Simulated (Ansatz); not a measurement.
# SiCl2 + NH3: a complex and its separated parts

The complex below is one end of an elementary step. How strongly is it bound against its free parts?

Program: Ansatz 0.2.0, Gaussian basis. Level of theory: PBE0-D4/def2-TZVP structures, single points in def2-TZVPP, no counterpoise correction. These are calculated values, not measurements.

Levels: SPW92, PBE-D4, BLYP-D4, r2SCAN-D4, B97M-V, PBE0-D4, B3LYP-D4, r2SCAN0-D4, BHLYP-D4, CAM-B3LYP-D4, wB97X-V, wB97M-V, B2PLYP, PBE-QIDH, RPA on PBE, Hartree-Fock, MP2, CCSD, CCSD(T).

Correlated methods freeze the cores. B3LYP uses VWN-RPA correlation. B2PLYP carries no dispersion term here.

11 further runs of the same task are left out: 11 set aside as unsound or not needed.

### Step 1. The system as given

The complex: 7 atoms, charge 0, spin multiplicity 1.

Atoms are counted from 1 here; the program's logs count them from 0.

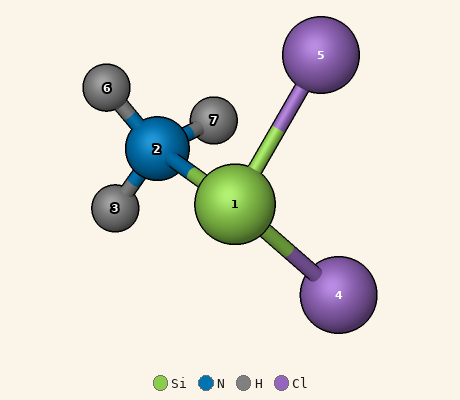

The starting geometry (silicon green, nitrogen blue, hydrogen grey, chlorine purple); atoms are numbered from 1 in the order of the file.

Geometry (Å):

| atom | x (Å) | y (Å) | z (Å) |
| --- | --- | --- | --- |
| Si1 | 0.0548 | 1.3017 | 0.4791 |
| N2 | 0.2479 | -0.3605 | -0.6856 |
| H3 | -0.2418 | -0.2460 | -1.5684 |
| Cl4 | -2.0216 | 0.8246 | 0.7195 |
| Cl5 | 0.8969 | 0.1910 | 2.1082 |
| H6 | 1.2259 | -0.5655 | -0.8690 |
| H7 | -0.1621 | -1.1452 | -0.1837 |

Its parts: SiCl2 holds atoms 1, 4, 5; NH3 holds atoms 2, 3, 6, 7. Each part counts its atoms afresh in its own runs.

### Step 2. Relaxing SiCl2 alone

Input file relax-a/in.yaml:

```yaml
crystal:
  periodic: [false, false, false]
  atoms:
    - {symbol: Si, position_ang: [0.054772, 1.301687, 0.479101]}
    - {symbol: Cl, position_ang: [-2.021641, 0.824564, 0.719533]}
    - {symbol: Cl, position_ang: [0.896930, 0.190995, 2.108156]}
basis:
  gaussian: {orbitals: def2-TZVP}
hamiltonian: {xc: pbe0, dispersion: d4}
relax: {f_tol: 0.005, max_steps: 200}
```

No record of the launch command was kept for these runs.

The program printed, shortened:

```text
Functional definition: PBE0
  name "PBE0"
  cite "Adamo & Barone, J. Chem. Phys. 110, 6158 (1999) doi:10.1063/1.478522"
  cite "Perdew, Burke & Ernzerhof, Phys. Rev. Lett. 77, 3865 (1996) doi:10.1103/PhysRevLett.77.3865"
  parent pbe
[...]
804 factors; their error is unknown
[...]
mean field -32914.06516542 eV, -1209.5695848747 hartree, gradient 3.4e-5 eV, S^2 0.000000; 0 other end points of the search recorded, 0 dependent functions left out
[...]
reference -32914.06518883 eV, -1209.5695857350 hartree; 24, 24 occupied and 87, 87 virtual orbitals, 804 factors
relax step   1: F+E_penalty+E_count = -32914.14644820 eV  Δ(F+E_penalty+E_count) = +0.000e0 eV  max|allowed force component| = 9.419e-1 eV/Å  Δτ_max = 0.0000 Å  (25 SCF iters, accepted)
[...]
relax step   4: F+E_penalty+E_count = -32914.21481017 eV  Δ(F+E_penalty+E_count) = -3.796e-5 eV  max|allowed force component| = 1.077e-2 eV/Å  Δτ_max = 0.0055 Å  (27 SCF iters, accepted)
[...]
relax step   5: F+E_penalty+E_count = -32914.21483782 eV  Δ(F+E_penalty+E_count) = -2.765e-5 eV  max|allowed force component| = 2.134e-4 eV/Å  Δτ_max = 0.0021 Å  (20 SCF iters, accepted)
804 factors; their error is unknown
mean field -32914.13279926 eV, -1209.5720703724 hartree, gradient 6.9e-5 eV, S^2 0.000000; 1 other end points of the search recorded, 0 dependent functions left out
[...]
reference -32914.13282233 eV, -1209.5720712200 hartree; 24, 24 occupied and 87, 87 virtual orbitals, 804 factors
Total energy: -32914.21486088 eV, -1209.5750860813 hartree
Atom 0 at     0.037990     1.280125     0.504484 Å, force    -0.000059    -0.000077     0.000091 eV/Å
Atom 1 at    -1.977631     0.827619     0.723781 Å, force    -0.000154     0.000078    -0.000133 eV/Å
Atom 2 at     0.869702     0.209502     2.078525 Å, force     0.000213    -0.000001     0.000042 eV/Å
Dipole moment:     0.081288     0.104579    -0.123132 e Å
```

It took 4.3 s on 4 threads, shared host; peak memory 0.2 GiB.

Along the way:

| step | energy from step 1 (eV) | largest force component (eV/Å) |
| --- | --- | --- |
| 1 | 0.0000 | 0.9419 |
| 2 | -0.0640 | 0.2544 |
| 3 | -0.0683 | 0.0205 |
| 4 | -0.0684 | 0.0108 |
| 5 | -0.0684 | 0.0002 |

Distances of close pairs at the start and the end, largest changes first:

| bond | before (Å) | after (Å) | change (Å) |
| --- | --- | --- | --- |
| Si1–Cl2 | 2.144 | 2.077 | -0.067 |
| Si1–Cl3 | 2.144 | 2.077 | -0.067 |

### Step 3. Relaxing NH3 alone

Input file relax-b/in.yaml:

```yaml
crystal:
  periodic: [false, false, false]
  atoms:
    - {symbol: N, position_ang: [0.247895, -0.360522, -0.685598]}
    - {symbol: H, position_ang: [-0.241763, -0.246019, -1.568373]}
    - {symbol: H, position_ang: [1.225897, -0.565496, -0.869026]}
    - {symbol: H, position_ang: [-0.162090, -1.145207, -0.183692]}
basis:
  gaussian: {orbitals: def2-TZVP}
hamiltonian: {xc: pbe0, dispersion: d4}
relax: {f_tol: 0.005, max_steps: 200}
```

The program printed, shortened:

```text
Functional definition: PBE0
  name "PBE0"
  cite "Adamo & Barone, J. Chem. Phys. 110, 6158 (1999) doi:10.1063/1.478522"
  cite "Perdew, Burke & Ernzerhof, Phys. Rev. Lett. 77, 3865 (1996) doi:10.1103/PhysRevLett.77.3865"
  parent pbe
[...]
287 factors; their error is unknown
[...]
mean field -1537.79205707 eV, -56.5128157444 hartree, gradient 7.0e-5 eV, S^2 0.000000; 0 other end points of the search recorded, 0 dependent functions left out
[...]
reference -1537.79207351 eV, -56.5128163488 hartree; 5, 5 occupied and 44, 44 virtual orbitals, 287 factors
relax step   1: F+E_penalty+E_count = -1537.80116538 eV  Δ(F+E_penalty+E_count) = +0.000e0 eV  max|allowed force component| = 2.776e-1 eV/Å  Δτ_max = 0.0000 Å  (20 SCF iters, accepted)
[...]
relax step   3: F+E_penalty+E_count = -1537.80832580 eV  Δ(F+E_penalty+E_count) = -1.121e-3 eV  max|allowed force component| = 4.648e-2 eV/Å  Δτ_max = 0.0131 Å  (24 SCF iters, accepted)
[...]
relax step   4: F+E_penalty+E_count = -1537.80842708 eV  Δ(F+E_penalty+E_count) = -1.013e-4 eV  max|allowed force component| = 2.682e-3 eV/Å  Δτ_max = 0.0020 Å  (26 SCF iters, accepted)
287 factors; their error is unknown
mean field -1537.79931133 eV, -56.5130823334 hartree, gradient 8.6e-6 eV, S^2 0.000000; 1 other end points of the search recorded, 0 dependent functions left out
[...]
reference -1537.79932760 eV, -56.5130829316 hartree; 5, 5 occupied and 44, 44 virtual orbitals, 287 factors
Total energy: -1537.80844335 eV, -56.5134179292 hartree
Atom 0 at     0.245412    -0.344150    -0.672922 Å, force    -0.001674    -0.001771     0.002682 eV/Å
Atom 1 at    -0.231498    -0.257852    -1.561943 Å, force     0.000524     0.000338    -0.001392 eV/Å
Atom 2 at     1.211202    -0.571900    -0.874488 Å, force     0.000863     0.000259    -0.001232 eV/Å
Atom 3 at    -0.155178    -1.143342    -0.197336 Å, force     0.000287     0.001174    -0.000057 eV/Å
Dipole moment:     0.027640    -0.294219    -0.192413 e Å
```

Run time: 0.75 s. Hardware: 4 threads, shared host.

Along the way:

| step | energy from step 1 (eV) | largest force component (eV/Å) |
| --- | --- | --- |
| 1 | 0.0000 | 0.2776 |
| 2 | -0.0060 | 0.0948 |
| 3 | -0.0072 | 0.0465 |
| 4 | -0.0073 | 0.0027 |

Close pairs (by a distance rule), those that changed most:

| bond | before (Å) | after (Å) | change (Å) |
| --- | --- | --- | --- |
| N1–H4 | 1.018 | 1.013 | -0.005 |
| N1–H2 | 1.016 | 1.013 | -0.003 |
| N1–H3 | 1.016 | 1.013 | -0.003 |

### Step 4. wB97M-V/def2-TZVPP

Input file parta/in.yaml:

```yaml
crystal:
  periodic: [false, false, false]
  atoms:
    - {symbol: Si, position_ang: [0.037990, 1.280125, 0.504484]}
    - {symbol: Cl, position_ang: [-1.977631, 0.827619, 0.723781]}
    - {symbol: Cl, position_ang: [0.869702, 0.209502, 2.078525]}
basis:
  gaussian: {orbitals: def2-TZVPP}
hamiltonian: {xc: {name: wB97M-V}}
```

Input file partb/in.yaml:

```yaml
crystal:
  periodic: [false, false, false]
  atoms:
    - {symbol: N, position_ang: [0.245412, -0.344150, -0.672922]}
    - {symbol: H, position_ang: [-0.231498, -0.257852, -1.561943]}
    - {symbol: H, position_ang: [1.211202, -0.571900, -0.874488]}
    - {symbol: H, position_ang: [-0.155178, -1.143342, -0.197336]}
basis:
  gaussian: {orbitals: def2-TZVPP}
hamiltonian: {xc: {name: wB97M-V}}
```

Log of parta, shortened:

```text
Functional definition: wB97M-V
  name "wB97M-V"
  cite "Mardirossian & Head-Gordon, J. Chem. Phys. 144, 214110 (2016) doi:10.1063/1.4952647"
  cite "Becke, J. Chem. Phys. 107, 8554 (1997) doi:10.1063/1.475007"
  cite "Vydrov & Van Voorhis, J. Chem. Phys. 133, 244103 (2010) doi:10.1063/1.3521275"
  # Of w^i u^j: cxij and so on, Table III.
[...]
  gx(w, u) = 1 - cx + cx01*u + cx10*w
  gss(w, u) = css00 + css04*u^4 + css10*w + css20*w^2 + css43*w^4*u^3
  gos(w, u) = cos00 + cos10*w + (cos20 + cos21*u)*w^2 + (cos60 + cos61*u)*w^6
[...]
      + integral(e_c_pw_mod_opposite_spin*gos(b97_w_opposite, b97_u_opposite)) + vv10(b, c)
911 factors; their error is unknown
132 factors; integrals over basis functions are off by at most 5.4e-5 eV
[...]
mean field -32924.17895305 eV, -1209.9412597146 hartree, gradient 6.1e-5 eV, S^2 0.000000; 0 other end points of the search recorded, 0 dependent functions left out
reference -32924.17898747 eV, -1209.9412609794 hartree; 24, 24 occupied and 102, 102 virtual orbitals, 911 factors
Total energy: -32924.17898747 eV, -1209.9412609794 hartree
```

Output in partb, shortened:

```text
Functional definition: wB97M-V
  name "wB97M-V"
  cite "Mardirossian & Head-Gordon, J. Chem. Phys. 144, 214110 (2016) doi:10.1063/1.4952647"
  cite "Becke, J. Chem. Phys. 107, 8554 (1997) doi:10.1063/1.475007"
  cite "Vydrov & Van Voorhis, J. Chem. Phys. 133, 244103 (2010) doi:10.1063/1.3521275"
  # Of w^i u^j: cxij and so on, Table III.
[...]
  gx(w, u) = 1 - cx + cx01*u + cx10*w
  gss(w, u) = css00 + css04*u^4 + css10*w + css20*w^2 + css43*w^4*u^3
  gos(w, u) = cos00 + cos10*w + (cos20 + cos21*u)*w^2 + (cos60 + cos61*u)*w^6
[...]
      + integral(e_c_pw_mod_opposite_spin*gos(b97_w_opposite, b97_u_opposite)) + vv10(b, c)
332 factors; their error is unknown
93 factors; integrals over basis functions are off by at most 7.9e-6 eV
[...]
mean field -1538.84211212 eV, -56.5514045557 hartree, gradient 5.4e-5 eV, S^2 0.000000; 0 other end points of the search recorded, 0 dependent functions left out
reference -1538.84213899 eV, -56.5514055432 hartree; 5, 5 occupied and 68, 68 virtual orbitals, 332 factors
Total energy: -1538.84213899 eV, -56.5514055432 hartree
```

They took 2.3 s (parta), 0.5 s (partb) on 4 threads, shared host; peak memory 0.29 GiB.

### Step 5. CCSD(T)/def2-TZVPP

The same edit goes into each in.yaml of step 4 (parta, partb):

```diff
-hamiltonian: {xc: {name: wB97M-V}}
+correlation: {method: ccsd_t}
```

parta printed, shortened:

```text
Functional definition: HF
  name "HF"
  cite "Fock, Z. Phys. 61, 126 (1930) doi:10.1007/BF01340294"
  parent pbe
[...]
751 factors; integrals over basis functions are off by at most 8.2e-4 eV
[...]
mean field -32872.31387955 eV, -1208.0352534187 hartree, gradient 9.6e-6 eV, S^2 0.000000; 0 other end points of the search recorded, 0 dependent functions left out; unrestricted orbitals would lower it
15 core orbitals not correlated: weight in the atoms' cores, before any rotation towards them, 1.000 or more for the frozen orbitals, at most 0.000 for the correlated occupied ones
reference -32872.31387955 eV, -1208.0352534187 hartree; 9, 9 occupied and 102, 102 virtual orbitals, 751 factors
second order -12.86262317 eV of doubles, -0.00000000 eV of singles
cycle   1  -13.55239828 eV  change   -6.9e-1 eV  update   8.4e-2
[...]
cycle   9  -13.94076683 eV  change    9.5e-7 eV  update   1.6e-5
perturbative correction -0.65286888 eV, -0.0239924890 hartree
Total energy: -32886.90751527 eV, -1208.5715596395 hartree
```

partb printed, shortened:

```text
Functional definition: HF
  name "HF"
  cite "Fock, Z. Phys. 61, 126 (1930) doi:10.1007/BF01340294"
  parent pbe
[...]
416 factors; integrals over basis functions are off by at most 9.8e-4 eV
[...]
mean field -1529.85252081 eV, -56.2210431686 hartree, gradient 4.0e-6 eV, S^2 0.000000; 0 other end points of the search recorded, 0 dependent functions left out
1 core orbitals not correlated: weight in the atoms' cores, before any rotation towards them, 1.000 or more for the frozen orbitals, at most 0.000 for the correlated occupied ones
reference -1529.85252081 eV, -56.2210431686 hartree; 4, 4 occupied and 68, 68 virtual orbitals, 416 factors
second order -6.38827832 eV of doubles, -0.00000000 eV of singles
cycle   1  -6.57733573 eV  change   -1.9e-1 eV  update   3.9e-2
[...]
cycle   9  -6.72922644 eV  change    3.5e-6 eV  update   2.3e-6
perturbative correction -0.20701880 eV, -0.0076078004 hartree
Total energy: -1536.78876605 eV, -56.4759454793 hartree
```

They took 1.8 s (parta), 0.3 s (partb) on 4 threads, shared host; peak memory 0.4 GiB.

### Step 6. Vibrations of SiCl2

Input file vib-parta/in.yaml:

```yaml
crystal:
  periodic: [false, false, false]
  atoms:
    - {symbol: Si, position_ang: [0.037990, 1.280125, 0.504484]}
    - {symbol: Cl, position_ang: [-1.977631, 0.827619, 0.723781]}
    - {symbol: Cl, position_ang: [0.869702, 0.209502, 2.078525]}
basis:
  gaussian: {orbitals: def2-TZVP}
hamiltonian: {xc: pbe0, dispersion: d4}
phonons: {temperatures: {t_min: 298.15, t_max: 900, t_step: 200}}
```

The program printed, shortened:

```text
Functional definition: PBE0
  name "PBE0"
  cite "Adamo & Barone, J. Chem. Phys. 110, 6158 (1999) doi:10.1063/1.478522"
  cite "Perdew, Burke & Ernzerhof, Phys. Rev. Lett. 77, 3865 (1996) doi:10.1103/PhysRevLett.77.3865"
  parent pbe
[...]
804 factors; their error is unknown
[...]
mean field -32914.13279926 eV, -1209.5720703724 hartree, gradient 1.3e-5 eV, S^2 0.000000; 0 other end points of the search recorded, 0 dependent functions left out
[...]
reference -32914.13282233 eV, -1209.5720712200 hartree; 24, 24 occupied and 87, 87 virtual orbitals, 804 factors
[...]
804 factors; their error is unknown
[...]
mean field -32914.13276645 eV, -1209.5720691667 hartree, gradient 1.5e-6 eV, S^2 0.000000; 0 other end points of the search recorded, 0 dependent functions left out
[...]
reference -32914.13278952 eV, -1209.5720700144 hartree; 24, 24 occupied and 87, 87 virtual orbitals, 804 factors
[...]
reference -32914.13278508 eV, -1209.5720698513 hartree; 24, 24 occupied and 87, 87 virtual orbitals, 804 factors
[...]
804 factors; their error is unknown
mean field -32914.13279004 eV, -1209.5720700333 hartree, gradient 9.6e-7 eV, S^2 0.000000; 0 other end points of the search recorded, 0 dependent functions left out
[...]
reference -32914.13281310 eV, -1209.5720708810 hartree; 24, 24 occupied and 87, 87 virtual orbitals, 804 factors
Total energy: -32914.21486088 eV, -1209.5750860813 hartree
Atom 0 at     0.037990     1.280125     0.504484 Å, force    -0.000068    -0.000087     0.000102 eV/Å
Atom 1 at    -1.977631     0.827619     0.723781 Å, force    -0.000152     0.000084    -0.000140 eV/Å
Atom 2 at     0.869702     0.209502     2.078525 Å, force     0.000220     0.000003     0.000037 eV/Å
Dipole moment:     0.081289     0.104580    -0.123133 e Å
Vibrations: 197.80 514.66 520.20 cm⁻¹, zero-point energy 0.076415 eV
```

It took 3.9 s on 4 threads, shared host; peak memory 0.2 GiB.

The modes, with what each moves most:

| mode | wavenumber (cm⁻¹) | character |
| --- | --- | --- |
| 1 | 198 | bend |
| 2 | 515 | Si–Cl stretch |
| 3 | 520 | Si–Cl stretch |

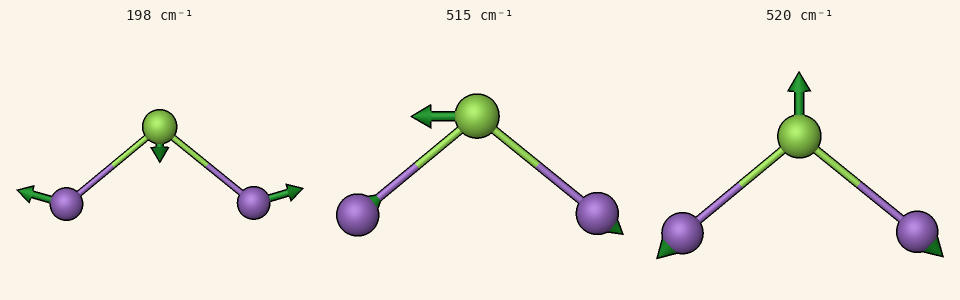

How the atoms move in 3 of the modes.

Vibrational sums (real modes only):

| T (K) | entropy (J/mol/K) | heat capacity (J/mol/K) |
| --- | --- | --- |
| 298 | 14.2 | 17.8 |
| 498 | 24.5 | 21.9 |
| 698 | 32.2 | 23.3 |
| 898 | 38.1 | 24.0 |

### Step 7. Vibrations of NH3

Input file vib-partb/in.yaml:

```yaml
crystal:
  periodic: [false, false, false]
  atoms:
    - {symbol: N, position_ang: [0.245412, -0.344150, -0.672922]}
    - {symbol: H, position_ang: [-0.231498, -0.257852, -1.561943]}
    - {symbol: H, position_ang: [1.211202, -0.571900, -0.874488]}
    - {symbol: H, position_ang: [-0.155178, -1.143342, -0.197336]}
basis:
  gaussian: {orbitals: def2-TZVP}
hamiltonian: {xc: pbe0, dispersion: d4}
phonons: {temperatures: {t_min: 298.15, t_max: 900, t_step: 200}}
```

The program printed, shortened:

```text
Functional definition: PBE0
  name "PBE0"
  cite "Adamo & Barone, J. Chem. Phys. 110, 6158 (1999) doi:10.1063/1.478522"
  cite "Perdew, Burke & Ernzerhof, Phys. Rev. Lett. 77, 3865 (1996) doi:10.1103/PhysRevLett.77.3865"
  parent pbe
[...]
287 factors; their error is unknown
[...]
mean field -1537.79931132 eV, -56.5130823331 hartree, gradient 1.3e-5 eV, S^2 0.000000; 0 other end points of the search recorded, 0 dependent functions left out
[...]
reference -1537.79932760 eV, -56.5130829313 hartree; 5, 5 occupied and 44, 44 virtual orbitals, 287 factors
[...]
287 factors; their error is unknown
[...]
mean field -1537.79914581 eV, -56.5130762509 hartree, gradient 1.4e-6 eV, S^2 0.000000; 0 other end points of the search recorded, 0 dependent functions left out
[...]
reference -1537.79916209 eV, -56.5130768493 hartree; 5, 5 occupied and 44, 44 virtual orbitals, 287 factors
[...]
reference -1537.79927982 eV, -56.5130811757 hartree; 5, 5 occupied and 44, 44 virtual orbitals, 287 factors
[...]
287 factors; their error is unknown
mean field -1537.79925330 eV, -56.5130802011 hartree, gradient 1.4e-6 eV, S^2 0.000000; 0 other end points of the search recorded, 0 dependent functions left out
[...]
reference -1537.79926958 eV, -56.5130807993 hartree; 5, 5 occupied and 44, 44 virtual orbitals, 287 factors
Total energy: -1537.80844335 eV, -56.5134179290 hartree
Atom 0 at     0.245412    -0.344150    -0.672922 Å, force    -0.001678    -0.001787     0.002705 eV/Å
Atom 1 at    -0.231498    -0.257852    -1.561943 Å, force     0.000513     0.000336    -0.001402 eV/Å
Atom 2 at     1.211202    -0.571900    -0.874488 Å, force     0.000871     0.000258    -0.001231 eV/Å
Atom 3 at    -0.155178    -1.143342    -0.197336 Å, force     0.000294     0.001193    -0.000072 eV/Å
Dipole moment:     0.027640    -0.294219    -0.192413 e Å
Vibrations: 1031.00 1669.43 1669.66 3502.36 3631.19 3631.73 cm⁻¹, zero-point energy 0.938273 eV
```

Run time: 1.4 s. Hardware: 4 threads, shared host.

The modes, with what each moves most:

| mode | wavenumber (cm⁻¹) | character |
| --- | --- | --- |
| 1 | 1031 | bend |
| 2 | 1669 | bend |
| 3 | 1670 | bend |
| 4 | 3502 | N–H stretch |
| 5 | 3631 | N–H stretch |
| 6 | 3632 | N–H stretch |

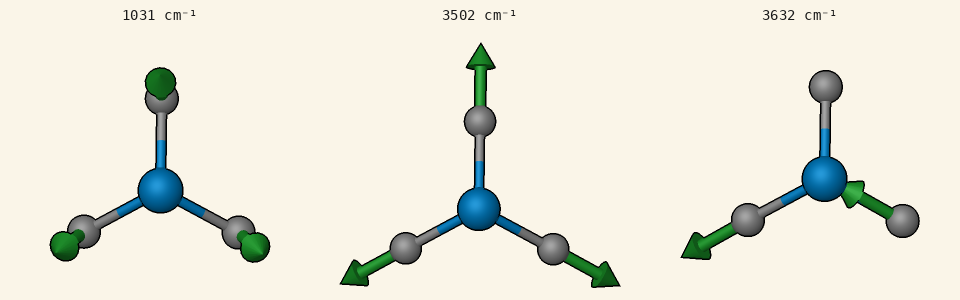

Displacements of 3 modes, as arrows.

Vibrational sums (real modes only):

| T (K) | entropy (J/mol/K) | heat capacity (J/mol/K) |
| --- | --- | --- |
| 298 | 0.4 | 1.8 |
| 498 | 2.6 | 7.4 |
| 698 | 6.0 | 13.4 |
| 898 | 10.0 | 18.8 |

### Step 8. Complex less separated parts

The complex's own energies come from single points at the same levels. Levels not printed above were run the same way.

Rows are in def2-TZVPP; times add the 3 runs of a level on a shared host, so small differences are noise.

Differences are taken before rounding.

| method | rung | complex less parts (kJ/mol) | from CCSD(T) (kJ/mol) | time |
| --- | --- | --- | --- | --- |
| SPW92 | LDA | -127.3 | -35.2 | 1.3 s |
| PBE-D4 | GGA | -100.0 | -7.9 | 2.1 s |
| BLYP-D4 | GGA | -87.3 | +4.8 | 2.1 s |
| r2SCAN-D4 | meta-GGA | -103.7 | -11.5 | 4.7 s |
| B97M-V | meta-GGA | -96.1 | -4.0 | 7.5 s |
| PBE0-D4 | hybrid | -106.1 | -14.0 | 3.1 s |
| B3LYP-D4 | hybrid | -93.5 | -1.4 | 2.9 s |
| r2SCAN0-D4 | hybrid | -107.8 | -15.6 | 5.6 s |
| BHLYP-D4 | hybrid | -100.3 | -8.2 | 2.9 s |
| CAM-B3LYP-D4 | range-separated hybrid | -98.0 | -5.9 | 3.3 s |
| wB97X-V | range-separated hybrid | -102.0 | -9.9 | 7 s |
| wB97M-V | range-separated hybrid | -98.4 | -6.2 | 8.8 s |
| B2PLYP | double hybrid | -86.8 | +5.3 | 4.7 s |
| PBE-QIDH | double hybrid | -105.0 | -12.9 | 4.9 s |
| RPA on PBE | RPA | -81.5 | +10.6 | 4.1 s |
| Hartree-Fock | wavefunction | -76.7 | +15.4 |  |
| MP2 | wavefunction | -99.5 | -7.4 |  |
| CCSD | wavefunction | -90.1 | +2.0 |  |
| CCSD(T) | wavefunction | -92.1 | 0 | 39 s |

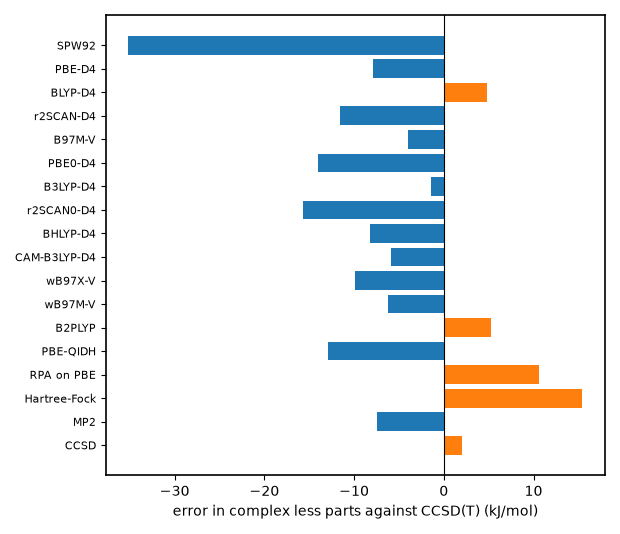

Deviations from CCSD(T), method by method.

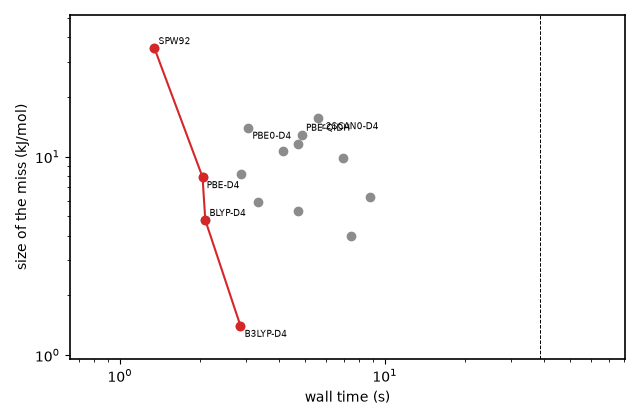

Accuracy for the time spent; red marks the levels that beat every quicker one drawn (of those quicker than the yardstick), and the dashed line is the time of CCSD(T). Only those levels and the largest misses are named. Times are from a shared host.

For cost: B3LYP-D4 gets within 1.4 kJ/mol in 2.9 s, where CCSD(T) took 39 s; the quickest level in the cost chart, SPW92, takes 1.3 s and misses by 35.2 kJ/mol.

The complex's zero-point energy, from a separate PBE0-D4 run, is 1.153 eV.

### Step 9. Summary of results

```
                              quantity         value
complex less parts, CCSD(T)/def2-TZVPP  -92.1 kJ/mol
                with zero-point energy  -78.8 kJ/mol
                 largest T1 diagnostic         0.013
```

In words: At CCSD(T) the complex lies 92.1 kJ/mol below its parts. B3LYP-D4 is the best functional here (-1.4 kJ/mol from CCSD(T)); SPW92 is the worst (-35.2 kJ/mol). By rung, the mean size of the error is: LDA 35.2, GGA 6.3, meta-GGA 7.8, hybrid 9.8, range-separated hybrid 7.4, double hybrid 9.1 kJ/mol. PBE-D4 gives a relative energy 7.9 kJ/mol too low, outside chemical accuracy (1 kcal/mol, 4.2 kJ/mol). No counterpoise was applied, and triple zeta lacks some correlation, so the CCSD(T) reference has a basis error of its own, and close matches with it are partly luck. The restricted Hartree–Fock reference is unstable towards an unrestricted one at one or more of these structures.
